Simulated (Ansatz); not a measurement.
# One shape, several levels: doublet [BF3]+

Aim: a comparison of 4 runs (UHF/STO-3G, U-r2SCAN0/aug-cc-pVDZ, U-wB97M-V/aug-cc-pVDZ, USVWN5/aug-cc-pVDZ) of doublet [BF3]+. 

The results are computed with Ansatz 0.2.0.

37 further runs of the same task are left out: 1 that didn't finish, 36 set aside as unsound or not needed.

## Step 1: The molecule

[BF3]+: 4 atoms, total charge +1, spin state doublet. SMILES of the parent species: `FB(F)F`. The shape is that of a PBE0-D4/def2-TZVP optimisation. That shape belongs to the parent species and isn't relaxed for this state.

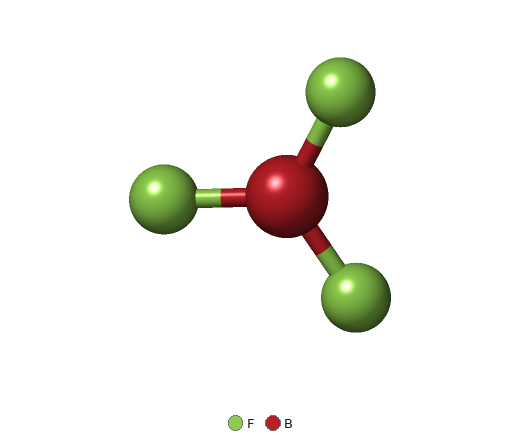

Viewed from a chosen angle; fluorine green, boron red.

## Step 2: The energy at UHF/STO-3G (run 1)

Contents of in.yaml:

```yaml
crystal:
  periodic: [false, false, false]
  atoms:
    - {symbol: F, position_ang: [0.543870, 0.210740, 1.174280]}
    - {symbol: B, position_ang: [0.000020, -0.000000, 0.000010]}
    - {symbol: F, position_ang: [-0.265170, -1.223510, -0.389620]}
    - {symbol: F, position_ang: [-0.278730, 1.012770, -0.784660]}
basis:
  gaussian: {orbitals: STO-3G}
total_charge: 1
magnetization: {spin_polarized: true, initial_magnetization: 1}
hamiltonian: {xc: hf}
accuracy: high
output: {orbitals: {seedname: orbitals}}
```

Launch:

```sh
ansatz run in.yaml --threads 1 --pin off --max-ram 3480MiB --events-out events.jsonl --progress --plain --runs-dir runs
```

The log of the run:

```text
Warning: RAYON_NUM_THREADS=1 ignored (pool sized by the plan → 1); use --threads N
Functional definition: HF
  name "HF"
  exchange = exact_x
  correlation = 0
366 factors; integrals over basis functions are off by at most 3.2e-8 eV
mean field evaluation 1: about -8656.0644 eV, gradient 1.9e1 eV
mean field evaluation 2: about -8656.1228 eV, gradient 1.9e1 eV
mean field evaluation 4: about -8658.5788 eV, gradient 6.2e-1 eV
mean field evaluation 8: about -8658.5821 eV, gradient 3.5e-2 eV
mean field evaluation 16: about -8660.2740 eV, gradient 5.2e-2 eV
mean field evaluation 32: about -8659.9067 eV, gradient 2.1e0 eV
mean field evaluation 64: about -8660.1828 eV, gradient 2.4e0 eV
mean field evaluation 96: about -8660.0003 eV, gradient 2.4e-2 eV
mean field evaluation 128: about -8658.9400 eV, gradient 2.3e0 eV
mean field evaluation 160: about -8659.2886 eV, gradient 2.7e0 eV
mean field evaluation 192: about -8658.8379 eV, gradient 3.7e-1 eV
mean field -8660.27421159 eV, -318.2592071311 hartree, gradient 2.8e-8 eV, S^2 0.753299; 9 other end points of the search recorded, 0 dependent functions left out
reference -8660.27421159 eV, -318.2592071311 hartree; 16, 15 occupied and 4, 5 virtual orbitals, 366 factors
Total energy: -8660.27421159 eV, -318.2592071311 hartree
```

It took 0.34 s on 1 thread of Arm Neoverse V2, shared host.

## Step 3: The energy at U-r2SCAN0/aug-cc-pVDZ (run 2)

Contents of run.yaml:

```yaml
crystal:
  periodic: [false, false, false]
  atoms:
    - {symbol: F, position_ang: [0.543870, 0.210740, 1.174280]}
    - {symbol: B, position_ang: [0.000020, -0.000000, 0.000010]}
    - {symbol: F, position_ang: [-0.265170, -1.223510, -0.389620]}
    - {symbol: F, position_ang: [-0.278730, 1.012770, -0.784660]}
basis:
  gaussian: {orbitals: aug-cc-pVDZ}
total_charge: 1
magnetization: {spin_polarized: true, initial_magnetization: 1}
hamiltonian: {xc: {name: r2SCAN0}}
accuracy: high
output: {orbitals: {seedname: orbitals}}
```

Launch:

```sh
ansatz run run.yaml --threads 1 --pin off --max-ram 3480MiB --events-out events.jsonl --progress --plain --runs-dir runs
```

The log of the run:

```text
Warning: RAYON_NUM_THREADS=1 ignored (pool sized by the plan → 1); use --threads N
Functional definition: r2SCAN0
  name "r2SCAN0"
  parameter a = 0.25
  parameter k0 = 0.174
  parameter k1 = 0.065
  parameter a1 = 4.9479
  exchange = (1 - a)*r2scan_x(k0 = k0, k1 = k1, a1 = a1) + a*exact_x
  correlation = r2scan_c
1815 factors; integrals over basis functions are off by at most 3.4e-9 eV
mean field evaluation 1: about -8807.6738 eV, gradient 4.0e1 eV
mean field evaluation 2: about -8806.6628 eV, gradient 4.4e1 eV
mean field evaluation 4: about -8812.0776 eV, gradient 4.5e-1 eV
mean field evaluation 8: about -8812.1907 eV, gradient 1.0e-1 eV
mean field evaluation 16: about -8812.1908 eV, gradient 2.0e-4 eV
mean field evaluation 32: about -8811.5012 eV, gradient 8.1e0 eV
mean field -8812.19075614 eV, -323.8420371706 hartree, gradient 2.6e-8 eV, S^2 0.759029; 6 other end points of the search recorded, 0 dependent functions left out
reference -8812.19076106 eV, -323.8420373515 hartree; 16, 15 occupied and 76, 77 virtual orbitals, 1815 factors
Total energy: -8812.19076106 eV, -323.8420373515 hartree
```

Wall time 19 s (1 thread of Arm Neoverse V2, shared host); peak memory 0.46 GiB.

Run 3 isn't shown in full; the table further down has it.

## Step 4: The energy at USVWN5/aug-cc-pVDZ (run 4)

run.yaml: that of step 3 with these lines changed.

```diff
@@ -8,6 +8,10 @@
 basis:
-  gaussian: {orbitals: aug-cc-pVDZ}
+  gaussian:
+    orbitals: aug-cc-pVDZ
 total_charge: 1
-magnetization: {spin_polarized: true, initial_magnetization: 1}
-hamiltonian: {xc: {name: r2SCAN0}}
+magnetization:
+  spin_polarized: true
+  initial_magnetization: 1
+hamiltonian:
+  xc: {name: SVWN5}
 accuracy: high
```

Launch:

```sh
ansatz run run.yaml --threads 1 --pin off --max-ram 3480MiB --events-out events.jsonl --progress --plain --runs-dir runs
```

The log of the run:

```text
Warning: RAYON_NUM_THREADS=1 ignored (pool sized by the plan → 1); use --threads N
Functional definition: SVWN5
  name "SVWN5"
  exchange = slater_x
  correlation = vwn5_c
1815 factors; integrals over basis functions are off by at most 3.4e-9 eV
mean field evaluation 1: about -8752.6693 eV, gradient 4.7e1 eV
mean field evaluation 2: about -8742.5761 eV, gradient 7.6e1 eV
mean field evaluation 4: about -8758.8361 eV, gradient 5.8e-1 eV
mean field evaluation 8: about -8758.8348 eV, gradient 8.7e-2 eV
mean field evaluation 16: about -8758.8348 eV, gradient 2.0e-6 eV
mean field evaluation 32: about -8758.0045 eV, gradient 4.0e0 eV
mean field -8758.83481390 eV, -321.8812424593 hartree, gradient 9.4e-8 eV, S^2 0.751540; 6 other end points of the search recorded, 0 dependent functions left out
reference -8758.83481948 eV, -321.8812426644 hartree; 16, 15 occupied and 76, 77 virtual orbitals, 1815 factors
Total energy: -8758.83481948 eV, -321.8812426644 hartree
```

It took 5.7 s on 1 thread of Arm Neoverse V2, shared host; peak memory 0.26 GiB.

## Step 5: The series

```tsv
run	level	energy (Eh)	HOMO energy (eV)	LUMO energy (eV)	⟨S²⟩	wall time
1	UHF/STO-3G	-318.259207	-21.60	-8.82	0.753	0.34 s
2	U-r2SCAN0/aug-cc-pVDZ	-323.842037	-21.56	-18.48	0.759	19 s
3	U-wB97M-V/aug-cc-pVDZ	-323.946690	-23.73	-16.41	0.756	70 s
4	USVWN5/aug-cc-pVDZ	-321.881243	-20.12	-19.35	0.752	5.7 s
```

## Step 6: Summary of results

```
                                 quantity          value
                      run 4: total energy  -321.88124 Eh
run 4: HOMO energy (highest over α and β)      -20.12 eV
 run 4: LUMO energy (lowest over α and β)      -19.35 eV
                              run 4: ⟨S²⟩          0.752
```

Totals of different functionals can't be ranked against each other. In run 1 the basis is minimal, so the values are rough. All runs together took 95 s, the longest 70 s.
